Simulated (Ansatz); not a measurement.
## C2H7Ga: geometry relaxation (part 1 of 2)

System: C2H7Ga.
Method: RKS PBE0-D4/def2-SVP (Ansatz 0.2.0).

The input holds or restrains some coordinates. Figures and captions count atoms from 1; the log counts them from 0 in places.

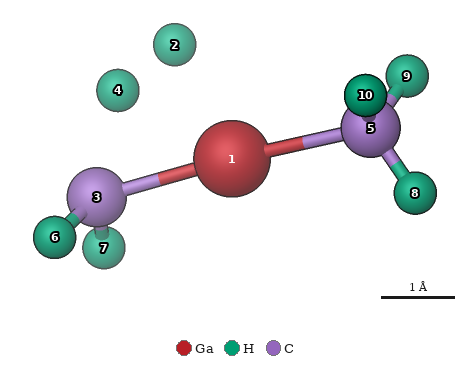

Fig. 1: The input geometry (ball-and-stick view, seen at a tilt; atoms are numbered from 1 in the order of the input). Sticks mark near contacts. Bond lengths as drawn: C–Ga 1.99 to 2.10 Å and C–H 1.09 to 1.11 Å.

**Results in brief**

| quantity | value |
| --- | --- |
| outcome | converged under the restraints of the input |
| total energy | −54544.8681 eV |
| mean-field energy | −54544.7155 eV |
| dispersion energy | −0.1526 eV |
| SCF solution under orbital rotations | stable |
| largest force (length of the vector) at the end, held atoms and coordinates included | 1.685 eV/Å |
| dipole moment | 2.51 D |
| hardware | 4 threads of Arm Neoverse V2, 23 GiB of memory available, shared host |
| wall time | 19 s (CPU time 65 s) |
| peak memory | 0.19 GiB |

**Input**
```yaml
crystal:
  periodic: [false, false, false]
  atoms:
    - {symbol: Ga, position_ang: [-0.148400, 0.070200, 0.064200]}
    - {symbol: H, position_ang: [0.816700, -0.789600, -1.804100]}
    - {symbol: C, position_ang: [-1.232500, 0.724000, -1.468600]}
    - {symbol: H, position_ang: [0.075100, -0.108200, -2.084800]}
    - {symbol: C, position_ang: [0.917500, -0.336900, 1.821700]}
    - {symbol: H, position_ang: [-1.747200, 1.692700, -1.381700]}
    - {symbol: H, position_ang: [-2.043800, -0.021900, -1.572600]}
    - {symbol: H, position_ang: [0.248300, -0.563600, 2.657700]}
    - {symbol: H, position_ang: [1.582600, -1.192200, 1.666000]}
    - {symbol: H, position_ang: [1.531600, 0.525400, 2.102300]}
basis:
  gaussian: {orbitals: def2-SVP}
hamiltonian: {xc: pbe0, dispersion: d4}
relax: {f_tol: 0.04, max_steps: 150, escape_saddle: false, constraints: [{distance: [1, 3]}, {distance: [0, 1]}, {distance: [2, 3]}]}
```

Command:
```bash
ansatz run in.yaml --threads 4 --pin off --events-out ev --progress --plain --max-ram 9574MiB
```

**Log**
```
Functional definition: PBE0
  name "PBE0"
  cite "Adamo & Barone, J. Chem. Phys. 110, 6158 (1999) doi:10.1063/1.478522"
  cite "Perdew, Burke & Ernzerhof, Phys. Rev. Lett. 77, 3865 (1996) doi:10.1103/PhysRevLett.77.3865"
  parent pbe
  parameter a = 0.25
  parameter kappa = 0.804
  parameter beta = 0.06672455060314922
  exchange = (1 - a)*pbe_x(kappa = kappa, mu = beta*pi^2/3) + a*exact_x
  correlation = pbe_c(beta = beta)
1047 factors; integrals over basis functions are off by at most 3.3e-4 eV
mean field evaluation 1: about -54533.1464 eV, gradient 6.6e1 eV
mean field evaluation 2: about -54508.9227 eV, gradient 9.8e1 eV
mean field evaluation 4: about -54543.8866 eV, gradient 9.0e0 eV
mean field evaluation 8: about -54544.1057 eV, gradient 2.0e-1 eV
mean field evaluation 16: about -54544.1058 eV, gradient 5.0e-5 eV
mean field -54544.10584916 eV, -2004.4589186337 hartree, gradient 5.0e-5 eV, S^2 0.000000; 0 other end points of the search recorded, 0 dependent functions left out
the calculation of the forces begins
reference -54544.10587783 eV, -2004.4589196874 hartree; 25, 25 occupied and 70, 70 virtual orbitals, 1047 factors
relax step   1: F+E_penalty+E_count = -54544.25389735 eV  Δ(F+E_penalty+E_count) = +0.000e0 eV  max|allowed force component| = 1.166e0 eV/Å  Δτ_max = 0.0000 Å  (28 SCF iters, accepted)
  distance H 1 - H 3 held at 1.045499 Å   reaction = +8.7031e-1 eV/Å
  distance Ga 0 - H 1 held at 2.271832 Å   reaction = +3.5708e-1 eV/Å
  distance C 2 - H 3 held at 1.667956 Å   reaction = +8.0717e-1 eV/Å
these checks for a lower state are left out or cut short: starts, cluster_reference, orbital_swaps, neighbouring_geometries, increment
1047 factors; integrals over basis functions are off by at most 5.4e-4 eV
mean field -54544.41092724 eV, -2004.4701300464 hartree, gradient 1.1e-5 eV, S^2 0.000000; 0 other end points of the search recorded, 0 dependent functions left out
[... from here on the field's lines of each further geometry are left out, up to the last ...]
relax step   2: F+E_penalty+E_count = -54544.56008430 eV  Δ(F+E_penalty+E_count) = -3.062e-1 eV  max|allowed force component| = 8.326e-1 eV/Å  Δτ_max = 0.2019 Å  (31 SCF iters, accepted)
relax step   3: F+E_penalty+E_count = -54544.72276970 eV  Δ(F+E_penalty+E_count) = -1.627e-1 eV  max|allowed force component| = 1.152e0 eV/Å  Δτ_max = 0.1983 Å  (31 SCF iters, accepted)
relax step   4: F+E_penalty+E_count = -54544.78602384 eV  Δ(F+E_penalty+E_count) = -6.325e-2 eV  max|allowed force component| = 9.658e-1 eV/Å  Δτ_max = 0.1949 Å  (30 SCF iters, accepted)
relax step   5: F+E_penalty+E_count = -54544.82731657 eV  Δ(F+E_penalty+E_count) = -4.129e-2 eV  max|allowed force component| = 5.540e-1 eV/Å  Δτ_max = 0.2002 Å  (30 SCF iters, accepted)
relax step   6: F+E_penalty+E_count = -54544.84926716 eV  Δ(F+E_penalty+E_count) = -2.195e-2 eV  max|allowed force component| = 2.537e-1 eV/Å  Δτ_max = 0.0482 Å  (27 SCF iters, accepted)
relax step   7: F+E_penalty+E_count = -54544.85558791 eV  Δ(F+E_penalty+E_count) = -6.321e-3 eV  max|allowed force component| = 6.232e-2 eV/Å  Δτ_max = 0.0943 Å  (26 SCF iters, accepted)
relax step   8: F+E_penalty+E_count = -54544.85580275 eV  Δ(F+E_penalty+E_count) = -2.148e-4 eV  max|allowed force component| = 1.019e-1 eV/Å  Δτ_max = 0.0408 Å  (27 SCF iters, accepted)
relax step   9: F+E_penalty+E_count = -54544.85835984 eV  Δ(F+E_penalty+E_count) = -2.557e-3 eV  max|allowed force component| = 1.888e-2 eV/Å  Δτ_max = 0.0614 Å  (26 SCF iters, accepted)
relax step  10: F+E_penalty+E_count = -54544.85396168 eV  Δ(F+E_penalty+E_count) = +4.398e-3 eV  max|allowed force component| = 3.411e-1 eV/Å  Δτ_max = 0.1508 Å  (29 SCF iters, rejected (line search))
relax step  11: F+E_penalty+E_count = -54544.85954805 eV  Δ(F+E_penalty+E_count) = -1.188e-3 eV  max|allowed force component| = 2.454e-2 eV/Å  Δτ_max = 0.0524 Å  (26 SCF iters, accepted)
relax step  12: F+E_penalty+E_count = -54544.86030829 eV  Δ(F+E_penalty+E_count) = -7.602e-4 eV  max|allowed force component| = 1.546e-1 eV/Å  Δτ_max = 0.0976 Å  (26 SCF iters, accepted)
relax step  13: F+E_penalty+E_count = -54544.86042356 eV  Δ(F+E_penalty+E_count) = -1.153e-4 eV  max|allowed force component| = 1.043e-1 eV/Å  Δτ_max = 0.0436 Å  (27 SCF iters, accepted)
relax step  14: F+E_penalty+E_count = -54544.86399293 eV  Δ(F+E_penalty+E_count) = -3.569e-3 eV  max|allowed force component| = 5.630e-2 eV/Å  Δτ_max = 0.0746 Å  (26 SCF iters, accepted)
relax step  15: F+E_penalty+E_count = -54544.86425040 eV  Δ(F+E_penalty+E_count) = -2.575e-4 eV  max|allowed force component| = 1.432e-1 eV/Å  Δτ_max = 0.0544 Å  (26 SCF iters, accepted)
relax step  16: F+E_penalty+E_count = -54544.86689581 eV  Δ(F+E_penalty+E_count) = -2.645e-3 eV  max|allowed force component| = 3.870e-2 eV/Å  Δτ_max = 0.0505 Å  (27 SCF iters, accepted)
relax step  17: F+E_penalty+E_count = -54544.86701286 eV  Δ(F+E_penalty+E_count) = -1.171e-4 eV  max|allowed force component| = 1.334e-1 eV/Å  Δτ_max = 0.0816 Å  (26 SCF iters, accepted)
the calculation of the forces begins
reference -54544.71546885 eV, -2004.4813217444 hartree; 25, 25 occupied and 70, 70 virtual orbitals, 1047 factors
relax step  18: F+E_penalty+E_count = -54544.86803650 eV  Δ(F+E_penalty+E_count) = -1.024e-3 eV  max|allowed force component| = 2.887e-2 eV/Å  Δτ_max = 0.0069 Å  (25 SCF iters, accepted)
  distance H 1 - H 3 held at 1.045499 Å   reaction = +1.3507e0 eV/Å
  distance Ga 0 - H 1 held at 2.271832 Å   reaction = +5.2379e-1 eV/Å
  distance C 2 - H 3 held at 1.667956 Å   reaction = -2.8530e-1 eV/Å
1047 factors; integrals over basis functions are off by at most 5.1e-4 eV
mean field evaluation 128: about -54544.7154 eV, gradient 4.6e-4 eV
```

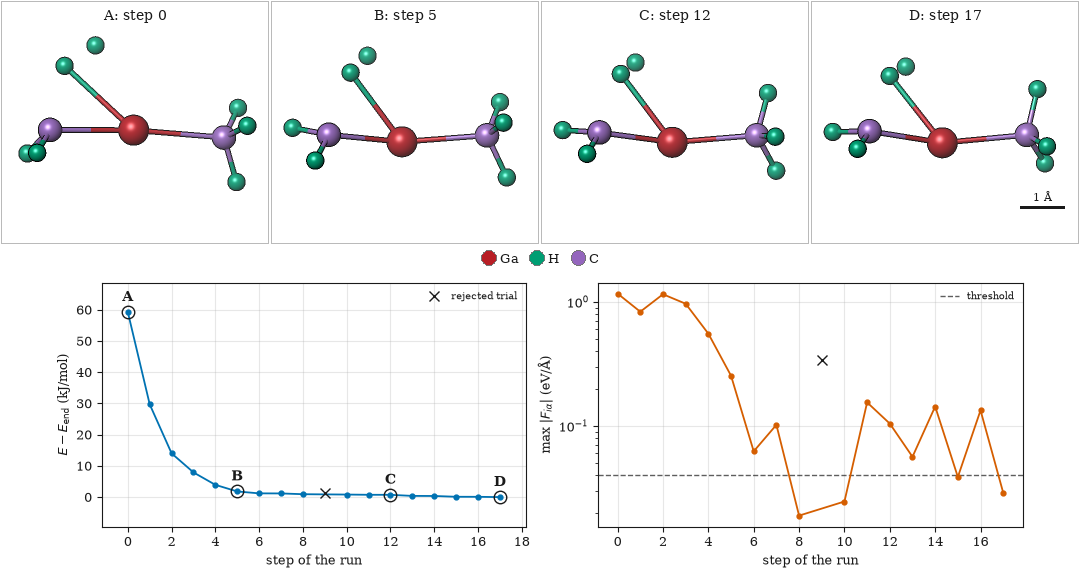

Fig. 2: Frames of the restrained relaxation (ball-and-stick view, seen at a tilt) above the curves, on which the letters mark them (the first geometry is step 0 here and step 1 in the log).

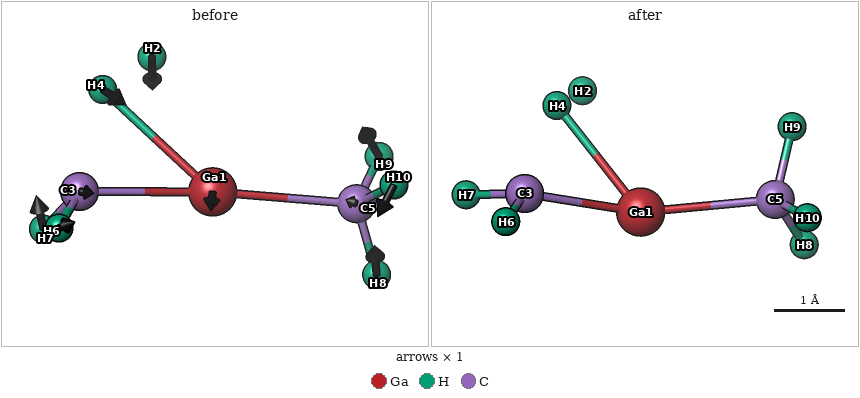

Fig. 3: Before (left) and after (right) the restrained relaxation, at one scale (ball-and-stick view, seen at a tilt). The black arrows give the displacements, at true length. Over 17 geometry steps the energy falls by 59.3 kJ/mol. The largest force component goes from 1.2 to 0.029 eV/Å. The line search rejected the trial step at point 9 (counted from 0) and went back. The atom that moves furthest after the best rigid fit is H9 (0.79 Å). Largest moves by element: H 0.79 Å, Ga 0.31 Å, C 0.24 Å. Distances before and after: Ga1–H4 2.168 → 1.962 Å, Ga1–C5 2.095 → 1.945 Å, Ga1–C3 1.988 → 1.847 Å, C3–H7 1.107 → 1.098 Å. Among the angles that change: H4–Ga1–C5 139.7° → 122.1°, C3–Ga1–C5 171.1° → 154.9°, Ga1–C3–H7 104.5° → 115.4°. (Atoms are counted from 1 in the order of the input.)

```
mean field -54544.71544028 eV, -2004.4813206941 hartree, gradient 1.5e-5 eV, S^2 0.000000; 1 other end points of the search recorded, 0 dependent functions left out
the calculation of the forces begins
reference -54544.71546885 eV, -2004.4813217444 hartree; 25, 25 occupied and 70, 70 virtual orbitals, 1047 factors
Total energy: -54544.86806507 eV, -2004.4869295520 hartree
Atom 0 at    -0.408396    -0.020611     0.212120 Å, force     0.190672    -0.304272    -0.364595 eV/Å
Atom 1 at     0.371074    -1.301735    -1.494446 Å, force    -0.567823     1.576290     0.182705 eV/Å
Atom 2 at    -1.107733     0.797289    -1.288436 Å, force    -0.204329     0.196528     0.044161 eV/Å
Atom 3 at     0.078974    -0.312533    -1.665396 Å, force     0.582169    -1.463530     0.153033 eV/Å
Atom 4 at     0.871674    -0.250388     1.658771 Å, force     0.005868    -0.001668     0.000796 eV/Å
Atom 5 at    -1.493106     1.828665    -1.268464 Å, force    -0.000568    -0.007478     0.000957 eV/Å
Atom 6 at    -1.691660     0.145528    -1.952021 Å, force     0.002830     0.003210    -0.001831 eV/Å
Atom 7 at     0.519621    -0.999344     2.382950 Å, force     0.013827     0.015987    -0.018450 eV/Å
Atom 8 at     1.827486    -0.591680     1.231666 Å, force    -0.016597     0.008887     0.013842 eV/Å
Atom 9 at     1.031965     0.704709     2.183357 Å, force    -0.006050    -0.023956    -0.010618 eV/Å
Dipole moment:     0.085597     0.047584     0.513086 e Å
```

**Trajectory as extended XYZ (Å, eV, eV/Å), 18 frames, from step=1 to step=18**
```
10
Properties=species:S:1:pos:R:3:forces:R:3 step=1 energy=-54544.25390
Ga   -0.1484    0.0702    0.0642   -0.0127  -0.2525  -0.3472
H     0.8167   -0.7896   -1.8041   -0.7988   0.4523   0.1370
C    -1.2325    0.7240   -1.4686    0.9491  -0.4715   0.6873
H     0.0751   -0.1082   -2.0848    0.1324  -0.0797   0.9525
C     0.9175   -0.3369    1.8217   -0.3325   0.3855  -1.1658
H    -1.7472    1.6927   -1.3817    0.0613   0.2903   0.1398
H    -2.0438   -0.0219   -1.5726    0.1662  -0.3755  -0.2200
H     0.2483   -0.5636    2.6577   -0.3400  -0.0080  -0.0138
H     1.5826   -1.1922    1.6660    0.0711  -0.1604  -0.1607
H     1.5316    0.5254    2.1023    0.1038   0.2195  -0.0092
10
Properties=species:S:1:pos:R:3:forces:R:3 step=2 energy=-54544.56008
Ga   -0.1827    0.0424    0.0793   -0.1849  -0.0406  -0.3696
H     0.7808   -0.8926   -1.7534   -0.9175   0.9268   0.3729
C    -1.2186    0.7516   -1.3990    0.0849  -0.6271   0.7763
H     0.1398   -0.0790   -1.8958    0.3597  -0.6517   0.0931
C     0.9142   -0.3093    1.7398   -0.2451   0.1933  -0.6472
H    -1.7759    1.7074   -1.2773    0.2380  -0.2096   0.0559
H    -1.9585   -0.0574   -1.6702    0.7063   0.3636  -0.1232
H     0.2034   -0.5335    2.5510   -0.0150   0.0071  -0.0479
H     1.5664   -1.1807    1.5861   -0.0111  -0.0103  -0.0505
H     1.5310    0.5510    2.0396   -0.0154   0.0486  -0.0598
10
Properties=species:S:1:pos:R:3:forces:R:3 step=3 energy=-54544.72277
Ga   -0.2627    0.0230    0.1332    0.3736  -0.2967  -0.2150
H     0.7198   -0.9435   -1.6728   -0.9894   1.1553   0.0872
C    -1.1798    0.7597   -1.2860   -1.3181  -0.6220  -0.6991
H     0.1486   -0.0838   -1.8390    0.7946  -1.0657   0.3856
C     0.8935   -0.2872    1.6702   -0.0599  -0.0042   0.1120
H    -1.7752    1.6960   -1.1759    0.2027  -0.3627  -0.0444
H    -1.8070   -0.0668   -1.7979    0.9558   1.1517   0.4976
H     0.2045   -0.5171    2.5023    0.1590  -0.0029   0.0146
H     1.5466   -1.1590    1.5085   -0.0552   0.0534  -0.0442
H     1.5116    0.5786    1.9576   -0.0629  -0.0061  -0.0942
```
